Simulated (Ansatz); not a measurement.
**InH3+ (doublet): correlated methods under varied settings at scale of all distances = 1.291**

Aim: run InH3+ (doublet) at one geometry under a spread of methods and options, and see what each costs and gives.

Program: Ansatz 0.2.0, Gaussian basis. Level of theory: the settings change from run to run. These are calculated values, not measurements.

27 further runs of the same task are left out: 9 for a known fault of the program, 14 that didn't finish, 4 set aside as unsound or not needed.

## Step 1: The system

The geometry derives from a PBE0/def2-TZVP stationary point (not a proven minimum). All distances are scaled together. No spin-orbit coupling is included. Elements past krypton take def2 core potentials.

4 atoms, charge 1, spin multiplicity 2.

Atoms are counted from 1 here; the program's logs count them from 0.

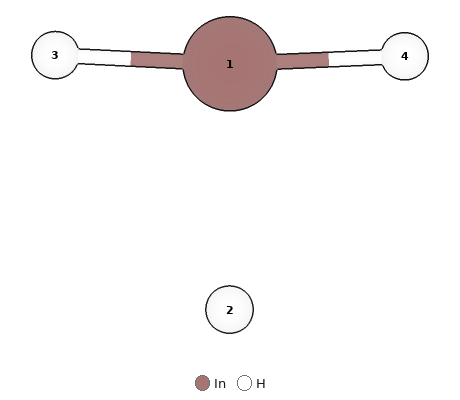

The structure; indium brown, hydrogen white; atoms are numbered from 1 in the order of the file.

## Step 2: CISD/def2-SVP

Contents of in.yaml:

```yaml
crystal:
  periodic: [false, false, false]
  atoms:
    - {symbol: In, position_ang: [0.000000, -0.024258, 0.000714]}
    - {symbol: H, position_ang: [0.000000, 3.011966, -0.088350]}
    - {symbol: H, position_ang: [0.000000, -0.186278, -2.147229]}
    - {symbol: H, position_ang: [0.000000, -0.062402, 2.154259]}
basis:
  gaussian: {orbitals: def2-SVP}
total_charge: 1
magnetization: {spin_polarized: false, initial_magnetization: 1}
correlation: {active_space: {ras: {orbitals: [7, 1, 29], electrons: 15, max_holes: 2, max_particles: 2}, fixed_orbitals: true}}
```

On the command line:

```sh
$ ansatz run in.yaml --threads 1 --pin off --events-out ev --progress --plain --max-ram 2393MiB
```

The program printed:

```text
Functional definition: HF
  name "HF"
  cite "Fock, Z. Phys. 61, 126 (1930) doi:10.1007/BF01340294"
  parent pbe
  exchange = exact_x
  correlation = 0
492 factors; integrals over basis functions are off by at most 6.3e-4 eV
mean field evaluation 1: about -5183.2145 eV, gradient 7.6e0 eV
mean field evaluation 2: about -5183.2240 eV, gradient 7.6e0 eV
mean field evaluation 4: about -5184.2149 eV, gradient 8.2e-1 eV
mean field evaluation 8: about -5184.2263 eV, gradient 1.2e-1 eV
mean field -5184.22662631 eV, -190.5168145218 hartree, gradient 2.4e-6 eV, S^2 0.750000; 0 other end points of the search recorded, 0 dependent functions left out
reference -5184.22662631 eV, -190.5168145218 hartree; 12, 11 occupied and 29, 30 virtual orbitals, 492 factors
state -5186.98272600 eV, -190.6180993173 hartree
Total energy: -5186.98272600 eV, -190.6180993173 hartree
```

It took 12 s on 1 thread of Intel Xeon at 2.50GHz, shared host.

From the report: 55,331 determinants.

## Step 3: CCSDT/def2-SVP

Changes to in.yaml since step 2:

```diff
@@ -10,3 +10,5 @@
 total_charge: 1
-magnetization: {spin_polarized: false, initial_magnetization: 1}
-correlation: {active_space: {ras: {orbitals: [7, 1, 29], electrons: 15, max_holes: 2, max_particles: 2}, fixed_orbitals: true}}
+magnetization: {spin_polarized: true, initial_magnetization: 1}
+hamiltonian: {xc: {name: PBE0}}
+correlation: {method: ccsdt, electrons: outside_noble_gas}
+scf: {omitted_lower_state_checks: [cluster_reference]}
```

Same command.

The program printed (excerpt; [...] marks lines left out):

```text
Functional definition: PBE0
  name "PBE0"
  cite "Adamo & Barone, J. Chem. Phys. 110, 6158 (1999) doi:10.1063/1.478522"
  cite "Perdew, Burke & Ernzerhof, Phys. Rev. Lett. 77, 3865 (1996) doi:10.1103/PhysRevLett.77.3865"
  parent pbe
[...]
853 factors; integrals over basis functions are off by at most 1.8e-7 eV
[...]
mean field -5209.85622047 eV, -191.4586847349 hartree, gradient 9.0e-8 eV, S^2 0.750215; 2 other end points of the search recorded, 0 dependent functions left out
9 core orbitals not correlated: weight in the atoms' cores, before any rotation towards them, 0.999 or more for the frozen orbitals, at most 0.000 for the correlated occupied ones
reference -5183.81682440 eV, -190.5017545795 hartree; 3, 2 occupied and 29, 30 virtual orbitals, 853 factors
second order -1.70384036 eV of doubles, -0.21233093 eV of singles
cycle   1  -2.24652289 eV  change   -3.3e-1 eV  update   8.0e-2
[...]
cycle  17  -2.61755380 eV  change   -2.0e-7 eV  update   3.7e-7
Total energy: -5186.43437820 eV, -190.5979479075 hartree
Checks for a lower state left out: cluster_reference
```

It took 24 s on 1 thread of Intel Xeon at 2.50GHz, shared host.

From the report: ⟨S²⟩ of the determinant 0.750 (pure doublet: 0.75); correlation -2.6176 eV; T1 0.029; largest double amplitude 0.27. The orbitals are Kohn-Sham ones, so correlation energy and T1 don't compare with those on Hartree-Fock orbitals.

## Step 4: HF/def2-SVP

Changes to in.yaml since step 3:

```diff
@@ -11,4 +11,3 @@
 magnetization: {spin_polarized: true, initial_magnetization: 1}
-hamiltonian: {xc: {name: PBE0}}
-correlation: {method: ccsdt, electrons: outside_noble_gas}
-scf: {omitted_lower_state_checks: [cluster_reference]}
+hamiltonian: {xc: hf, pseudopotentials: {relativity: scalar}}
+output: {orbitals: {seedname: orbitals}}
```

Same command.

The program printed:

```text
Functional definition: HF
  name "HF"
  cite "Fock, Z. Phys. 61, 126 (1930) doi:10.1007/BF01340294"
  parent pbe
  exchange = exact_x
  correlation = 0
492 factors; integrals over basis functions are off by at most 6.3e-4 eV
mean field evaluation 1: about -5183.3048 eV, gradient 6.2e0 eV
mean field evaluation 2: about -5183.3141 eV, gradient 6.2e0 eV
mean field evaluation 4: about -5184.2240 eV, gradient 4.8e-1 eV
mean field evaluation 8: about -5184.2274 eV, gradient 6.9e-2 eV
mean field evaluation 16: about -5184.2279 eV, gradient 2.9e-3 eV
mean field evaluation 32: about -5179.2558 eV, gradient 8.8e0 eV
mean field evaluation 64: about -5184.5871 eV, gradient 5.7e-1 eV
mean field -5184.60124224 eV, -190.5305814035 hartree, gradient 6.6e-5 eV, S^2 1.437066; 2 other end points of the search recorded, 0 dependent functions left out
reference -5184.60124224 eV, -190.5305814035 hartree; 12, 11 occupied and 29, 30 virtual orbitals, 492 factors
Total energy: -5184.60124224 eV, -190.5305814035 hartree
Relativity: scalar
```

It took 5.5 s on 1 thread of Intel Xeon at 2.50GHz, shared host.

From the report: ⟨S²⟩ of the determinant 1.437 (pure doublet: 0.75). The determinant is far from a pure spin state, so its energy mixes those of several spin states (harmless only where they are near-degenerate, as at dissociation).

## Step 5: CCSD(T) on ROHF/def2-mTZVP

Contents of in.yaml:

```yaml
crystal:
  periodic: [false, false, false]
  atoms:
    - {symbol: In, position_ang: [0.000000, -0.024258, 0.000714]}
    - {symbol: H, position_ang: [0.000000, 3.011966, -0.088350]}
    - {symbol: H, position_ang: [0.000000, -0.186278, -2.147229]}
    - {symbol: H, position_ang: [0.000000, -0.062402, 2.154259]}
basis:
  gaussian: {orbitals: def2-mTZVP}
total_charge: 1
magnetization: {spin_polarized: false, initial_magnetization: 1}
correlation: {method: ccsd_t, electrons: valence}
scf: {lower_state_search: light}
```

Launched as before.

The program printed (excerpt; [...] marks lines left out):

```text
Functional definition: HF
  name "HF"
  cite "Fock, Z. Phys. 61, 126 (1930) doi:10.1007/BF01340294"
  parent pbe
[...]
546 factors; integrals over basis functions are off by at most 1.8e-4 eV
[...]
mean field -5184.27420853 eV, -190.5185631362 hartree, gradient 3.5e-6 eV, S^2 0.750000; 0 other end points of the search recorded, 0 dependent functions left out
[...]
determinant -5184.27420853 eV, -190.5185631362 hartree, with singles and doubles -5187.95434021 eV, -190.6538054808 hartree
determinant -5183.91722968 eV, -190.5054444056 hartree, with singles and doubles -5187.98640619 eV, -190.6549838840 hartree
determinant -5183.91722968 eV, -190.5054444056 hartree, with singles and doubles -5187.97458834 eV, -190.6545495861 hartree
determinant -5184.27420853 eV, -190.5185631362 hartree, with singles and doubles -5187.96294894 eV, -190.6541218459 hartree
unrestricted determinant -5184.67889248 eV, -190.5334349969 hartree, S^2 1.4551
4 core orbitals not correlated: weight in the atoms' cores, before any rotation towards them, 1.000 or more for the frozen orbitals, at most 0.000 for the correlated occupied ones
reference -5184.27420853 eV, -190.5185631362 hartree; 8, 7 occupied and 33, 34 virtual orbitals, 546 factors
second order -2.82789348 eV of doubles, -0.00047890 eV of singles
cycle   1  -3.68874013 eV  change    2.8e-7 eV  update   1.9e-6
perturbative correction -0.13381792 eV, -0.0049177177 hartree
Total energy: -5188.09676657 eV, -190.6590395533 hartree
```

Run time: 22 s. Hardware: 1 thread of Intel Xeon at 2.50GHz, shared host.

From the report: correlation -3.8226 eV; T1 0.023; largest double amplitude 0.26.

## Step 6: HF/def2-SVP

Changes to in.yaml since step 5:

```diff
@@ -8,6 +8,7 @@
 basis:
-  gaussian: {orbitals: def2-mTZVP}
+  gaussian: {orbitals: def2-SVP}
 total_charge: 1
-magnetization: {spin_polarized: false, initial_magnetization: 1}
-correlation: {method: ccsd_t, electrons: valence}
+magnetization: {spin_polarized: true, initial_magnetization: 1}
+hamiltonian: {xc: hf}
 scf: {lower_state_search: light}
+output: {orbitals: {seedname: orbitals}}
```

Same command.

The program printed:

```text
Functional definition: HF
  name "HF"
  cite "Fock, Z. Phys. 61, 126 (1930) doi:10.1007/BF01340294"
  parent pbe
  exchange = exact_x
  correlation = 0
492 factors; integrals over basis functions are off by at most 6.3e-4 eV
mean field evaluation 1: about -5183.3046 eV, gradient 6.2e0 eV
mean field evaluation 2: about -5183.3138 eV, gradient 6.2e0 eV
mean field evaluation 4: about -5184.2237 eV, gradient 4.8e-1 eV
mean field evaluation 8: about -5184.2271 eV, gradient 6.9e-2 eV
mean field evaluation 16: about -5184.2276 eV, gradient 2.9e-3 eV
mean field evaluation 32: about -5179.2554 eV, gradient 8.8e0 eV
mean field evaluation 64: about -5184.5866 eV, gradient 5.7e-1 eV
mean field -5184.60079821 eV, -190.5305650855 hartree, gradient 6.6e-5 eV, S^2 1.436979; 2 other end points of the search recorded, 0 dependent functions left out
reference -5184.60079821 eV, -190.5305650855 hartree; 12, 11 occupied and 29, 30 virtual orbitals, 492 factors
Total energy: -5184.60079821 eV, -190.5305650855 hartree
```

Wall time 4.3 s (1 thread of Intel Xeon at 2.50GHz, shared host).

From the report: ⟨S²⟩ of the determinant 1.437 (pure doublet: 0.75). The determinant is far from a pure spin state, so its energy mixes those of several spin states (harmless only where they are near-degenerate, as at dissociation).

## Step 7: CCSD on UHF/def2-SVP

Changes to in.yaml since step 6:

```diff
@@ -8,7 +8,5 @@
 basis:
-  gaussian: {orbitals: def2-SVP}
+  gaussian: {orbitals: def2-SVP, fitting: {mean_field: def2-universal-jkfit}}
 total_charge: 1
 magnetization: {spin_polarized: true, initial_magnetization: 1}
-hamiltonian: {xc: hf}
-scf: {lower_state_search: light}
-output: {orbitals: {seedname: orbitals}}
+correlation: {method: ccsd, electrons: all, diis_vectors: 12}
```

The command is unchanged.

The program printed (excerpt; [...] marks lines left out):

```text
Functional definition: HF
  name "HF"
  cite "Fock, Z. Phys. 61, 126 (1930) doi:10.1007/BF01340294"
  parent pbe
[...]
272 factors; integrals over basis functions are off by at most 5.8e-1 eV
[...]
mean field -5184.60124876 eV, -190.5305816429 hartree, gradient 1.0e-6 eV, S^2 1.436632; 7 other end points of the search recorded, 0 dependent functions left out
determinant -5184.60124876 eV, -190.5305816429 hartree, with singles and doubles -5187.40221639 eV, -190.6335153048 hartree
determinant -5184.60115493 eV, -190.5305781948 hartree, with singles and doubles -5187.40218804 eV, -190.6335142630 hartree
determinant -5183.34634829 eV, -190.4844649014 hartree, with singles and doubles -5185.59419419 eV, -190.5670717145 hartree
determinant -5184.60124876 eV, -190.5305816429 hartree, with singles and doubles -5187.46099136 eV, -190.6356752452 hartree
determinant -5184.60115493 eV, -190.5305781948 hartree, with singles and doubles -5187.46097326 eV, -190.6356745801 hartree
determinant -5184.22871365 eV, -190.5168912304 hartree, with singles and doubles -5187.54355738 eV, -190.6387094902 hartree
reference -5184.60124876 eV, -190.5305816429 hartree; 12, 11 occupied and 29, 30 virtual orbitals, 272 factors
second order -1.91313646 eV of doubles, -0.00000000 eV of singles
cycle   1  -2.85974082 eV  change    1.8e-6 eV  update   4.8e-6
WARN: the results are in doubt because among natural orbitals full CI differs from the method by -0.119 eV
Total energy: -5187.46098958 eV, -190.6356751798 hartree
In doubt: among natural orbitals full CI differs from the method by -0.119 eV
```

Run time: 23 s. Hardware: 1 thread of Intel Xeon at 2.50GHz, shared host.

From the report: ⟨S²⟩ of the determinant 1.437 (pure doublet: 0.75); correlation -2.8597 eV; T1 0.055; largest double amplitude 0.17. The determinant is far from a pure spin state, so its energy mixes those of several spin states (harmless only where they are near-degenerate, as at dissociation). Mind the lines of doubt at the end of the log.

## Step 8: MP2 on UHF/def2-mTZVP

Changes to in.yaml since step 7:

```diff
@@ -8,5 +8,6 @@
 basis:
-  gaussian: {orbitals: def2-SVP, fitting: {mean_field: def2-universal-jkfit}}
+  gaussian: {orbitals: def2-mTZVP}
 total_charge: 1
 magnetization: {spin_polarized: true, initial_magnetization: 1}
-correlation: {method: ccsd, electrons: all, diis_vectors: 12}
+correlation: {method: mp2, electrons: outside_noble_gas}
+output: {forces: true}
```

Same command.

The program printed (excerpt; [...] marks lines left out):

```text
Functional definition: HF
  name "HF"
  cite "Fock, Z. Phys. 61, 126 (1930) doi:10.1007/BF01340294"
  parent pbe
[...]
546 factors; integrals over basis functions are off by at most 1.8e-4 eV
[...]
mean field -5184.67889248 eV, -190.5334349969 hartree, gradient 3.4e-6 eV, S^2 1.455100; 4 other end points of the search recorded, 0 dependent functions left out
9 core orbitals not correlated: weight in the atoms' cores, before any rotation towards them, 0.999 or more for the frozen orbitals, at most 0.001 for the correlated occupied ones
reference -5184.67889248 eV, -190.5334349969 hartree; 3, 2 occupied and 33, 34 virtual orbitals, 546 factors
second order -0.74418927 eV of doubles, -0.00000000 eV of singles
[...]
Total energy: -5185.42308174 eV, -190.5607834480 hartree
Atom 0 at     0.000000    -0.024258     0.000714 Å, force    -0.000000    -0.189520     0.074515 eV/Å
Atom 1 at     0.000000     3.011966    -0.088350 Å, force    -0.000000    -0.017156    -0.024860 eV/Å
Atom 2 at     0.000000    -0.186278    -2.147229 Å, force     0.000000     0.171513     1.756273 eV/Å
Atom 3 at     0.000000    -0.062402     2.154259 Å, force     0.000000     0.035163    -1.805928 eV/Å
Dipole moment:    -0.000000     0.039358    -0.010746 e Å
```

Run time: 7 s. Hardware: 1 thread of Intel Xeon at 2.50GHz, shared host.

From the report: ⟨S²⟩ of the determinant 1.455 (pure doublet: 0.75). The determinant is far from a pure spin state, so its energy mixes those of several spin states (harmless only where they are near-degenerate, as at dissociation).

## Step 9: CCSDT/def2-SVP

Contents of in.yaml:

```yaml
crystal:
  periodic: [false, false, false]
  atoms:
    - {symbol: In, position_ang: [0.000000, -0.024258, 0.000714]}
    - {symbol: H, position_ang: [0.000000, 3.011966, -0.088350]}
    - {symbol: H, position_ang: [0.000000, -0.186278, -2.147229]}
    - {symbol: H, position_ang: [0.000000, -0.062402, 2.154259]}
basis:
  gaussian: {orbitals: def2-SVP, point_charges: [{charge: -0.50, position_ang: [4.553, -0.741, -0.657]}]}
total_charge: 1
magnetization: {spin_polarized: false, initial_magnetization: 1}
hamiltonian: {xc: {name: B3LYP}}
correlation: {method: ccsdt, electrons: outside_noble_gas}
```

The command is unchanged.

The program printed (excerpt; [...] marks lines left out):

```text
Functional definition: B3LYP
  name "B3LYP"
  cite "Stephens, Devlin, Chabalowski & Frisch, J. Phys. Chem. 98, 11623 (1994) doi:10.1021/j100096a001"
  cite "Becke, Phys. Rev. A 38, 3098 (1988) doi:10.1103/PhysRevA.38.3098"
  cite "Lee, Yang & Parr, Phys. Rev. B 37, 785 (1988) doi:10.1103/PhysRevB.37.785"
  cite "Vosko, Wilk & Nusair, Can. J. Phys. 58, 1200 (1980) doi:10.1139/p80-159"
[...]
853 factors; integrals over basis functions are off by at most 2.2e-7 eV
[...]
mean field -5213.52724865 eV, -191.5935925321 hartree, gradient 7.2e-6 eV, S^2 0.750000; 0 other end points of the search recorded, 0 dependent functions left out
[...]
unrestricted determinant -5186.16036880 eV, -190.5878782475 hartree, S^2 1.4334
9 core orbitals not correlated: weight in the atoms' cores, before any rotation towards them, 0.998 or more for the frozen orbitals, at most 0.000 for the correlated occupied ones
reference -5185.24091122 eV, -190.5540888049 hartree; 3, 2 occupied and 29, 30 virtual orbitals, 853 factors
second order -1.76131346 eV of doubles, -0.28377780 eV of singles
cycle   1  -2.36219210 eV  change   -3.2e-1 eV  update   8.1e-2
[...]
cycle  20  -2.72412630 eV  change   -2.1e-7 eV  update   2.6e-7
Total energy: -5187.96503752 eV, -190.6541986000 hartree
```

It took 13 s on 1 thread of Intel Xeon at 2.50GHz, shared host.

From the report: correlation -2.7241 eV; T1 0.034; largest double amplitude 0.27. The orbitals are Kohn-Sham ones, so correlation energy and T1 don't compare with those on Hartree-Fock orbitals.

## Step 10: CCSD(T) on UHF/def2-SVP

Contents of in.yaml:

```yaml
crystal:
  periodic: [false, false, false]
  atoms:
    - {symbol: In, position_ang: [0.000000, -0.024258, 0.000714]}
    - {symbol: H, position_ang: [0.000000, 3.011966, -0.088350]}
    - {symbol: H, position_ang: [0.000000, -0.186278, -2.147229]}
    - {symbol: H, position_ang: [0.000000, -0.062402, 2.154259]}
basis:
  gaussian: {orbitals: def2-SVP}
total_charge: 1
magnetization: {spin_polarized: true, initial_magnetization: 1}
correlation: {method: ccsd_t, electrons: valence, diis_vectors: 1}
```

Launched as before.

The program printed (excerpt; [...] marks lines left out):

```text
Functional definition: HF
  name "HF"
  cite "Fock, Z. Phys. 61, 126 (1930) doi:10.1007/BF01340294"
  parent pbe
[...]
492 factors; integrals over basis functions are off by at most 6.3e-4 eV
[...]
mean field -5184.60079821 eV, -190.5305650856 hartree, gradient 7.1e-7 eV, S^2 1.436974; 7 other end points of the search recorded, 0 dependent functions left out
determinant -5184.60079821 eV, -190.5305650856 hartree, with singles and doubles -5187.00506134 eV, -190.6189201258 hartree
determinant -5184.60070439 eV, -190.5305616378 hartree, with singles and doubles -5187.00503298 eV, -190.6189190837 hartree
determinant -5183.34649659 eV, -190.4844703511 hartree, with singles and doubles -5185.19230601 eV, -190.5523025964 hartree
determinant -5184.60079821 eV, -190.5305650856 hartree, with singles and doubles -5187.05693973 eV, -190.6208266217 hartree
determinant -5184.60070439 eV, -190.5305616378 hartree, with singles and doubles -5187.05692090 eV, -190.6208259295 hartree
determinant -5184.22762283 eV, -190.5168511433 hartree, with singles and doubles -5187.14414997 eV, -190.6240315387 hartree
4 core orbitals not correlated: weight in the atoms' cores, before any rotation towards them, 1.000 or more for the frozen orbitals, at most 0.000 for the correlated occupied ones
reference -5184.60079821 eV, -190.5305650856 hartree; 8, 7 occupied and 29, 30 virtual orbitals, 492 factors
second order -1.49352767 eV of doubles, -0.00000000 eV of singles
cycle   1  -2.45614060 eV  change    9.3e-7 eV  update   3.9e-6
perturbative correction -0.12109594 eV, -0.0044501938 hartree
Total energy: -5187.17803475 eV, -190.6252767814 hartree
```

Run time: 18 s. Hardware: 1 thread of Intel Xeon at 2.50GHz, shared host.

From the report: ⟨S²⟩ of the determinant 1.437 (pure doublet: 0.75); correlation -2.5772 eV; T1 0.068; largest double amplitude 0.17. The determinant is far from a pure spin state, so its energy mixes those of several spin states (harmless only where they are near-degenerate, as at dissociation).

## Step 11: The runs in one table

Where basis and cores are those of an earlier FCI/def2-SVP run (-5186.5259 eV), and the state is the same kind, the miss against it is given. † marks a result that the program doubts.

```tsv
level	correlated	functions	energy (eV)	from FCI (meV)	time
CISD/def2-SVP	valence	41	-5186.9827		12 s
CCSDT/def2-SVP (on PBE0 orbitals)	outside noble gas	41	-5186.4344	91.5	24 s
HF/def2-SVP (relativity set)		41	-5184.6012		5.5 s
CCSD(T) on ROHF/def2-mTZVP	valence	45	-5188.0968		22 s
HF/def2-SVP		41	-5184.6008	1925.1	4.3 s
CCSD on UHF/def2-SVP †	all	41	-5187.4610		23 s
MP2 on UHF/def2-mTZVP	outside noble gas	45	-5185.4231		7 s
CCSDT/def2-SVP (beside a point charge, on B3LYP orbitals)	outside noble gas	41	-5187.9650		13 s
CCSD(T) on UHF/def2-SVP	valence	41	-5187.1780		18 s
```

## Step 12: Outcome

| quantity | value |
| --- | --- |
| runs | 9 |
| quickest | HF/def2-SVP, 4.3 s |
| slowest | CCSDT/def2-SVP (on PBE0 orbitals), 24 s |

In words: Total energies in different bases, with other cores or another treatment of relativity can't be set against each other. CCSDT/def2-SVP (on PBE0 orbitals) took 6 times as long as HF/def2-SVP; the jobs differ in more than the method. Hartree-Fock, CASSCF and CASCI lack dynamic correlation by design. Cores frozen from Kohn-Sham orbitals shift the total energy.
